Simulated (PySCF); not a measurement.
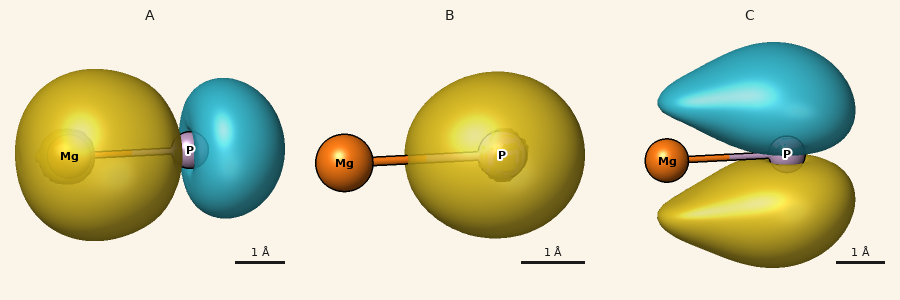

MgP (quartet). Three frontier β-spin orbitals, each drawn at the value that holds 80 % of its norm (yellow and cyan are the two phases), in no order; of a degenerate pair one member is drawn.

Method: PySCF, PBE0/aug-pcseg-1, non-relativistic, at a bond length of 2.596 Å.

> Name the orbitals and rank them from lowest to highest energy.

Orbital B: σ, occupied in this spin, −13.34 eV; mainly on P (95 %).
Orbital A: σ, occupied in this spin, −6.47 eV; shared between the atoms (Mg 40 %, P 60 %).
Orbital C: π, empty in this spin, −2.79 eV; mainly on P (80 %).
